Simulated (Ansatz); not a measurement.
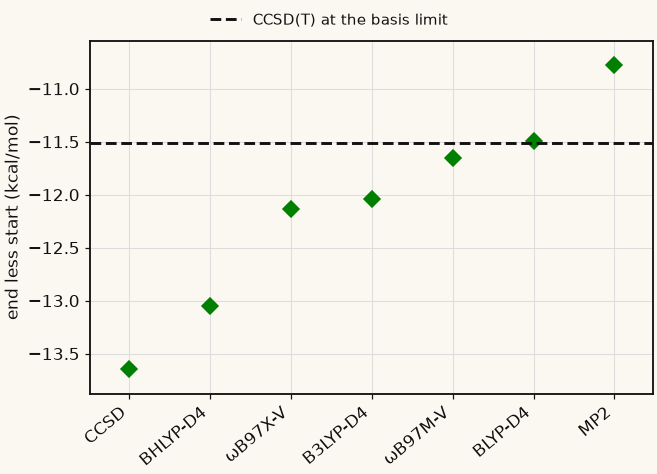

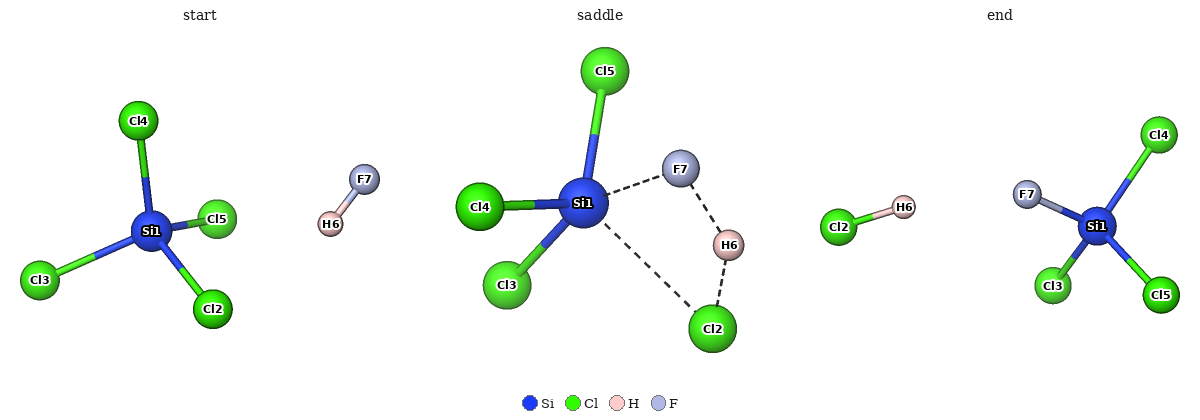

Energy change in one step of SiHCl₄F at several levels. In the step Si1–F7 (3.74 → 1.80 → 1.58 Å) and Cl2–H6 (2.35 → 1.46 → 1.28 Å) form; Si1–Cl2 (2.04 → 2.39 → 4.47 Å) and H6–F7 (0.92 → 1.23 → 2.17 Å) break (lengths at start, saddle and end; changes of bond order aren't listed). Electronic energies at PBE0-D4/def2-TZVP geometries, energies in def2-TZVPP, the Ansatz code; cores frozen in correlated methods, no zero-point terms. Start and end are the structures at the ends of the path (complexes, where there are several molecules). The line is the MP2 basis limit plus CCSD(T) less MP2 in triple zeta. The distance of CCSD and MP2 to the limit includes basis error. The limit lies 1.2 kcal/mol from CCSD(T) in triple zeta, so the line itself is uncertain by a part of that.

Q: Which level comes closest to the line (CCSD(T) at the basis limit), and which misses most?

A: Closest BLYP-D4 (−11.5 kcal/mol), against −11.5 kcal/mol; farthest CCSD (−13.6 kcal/mol).

Q: What range do the values span, the line included?

A: From −13.6 kcal/mol (CCSD) to −10.8 kcal/mol (MP2).
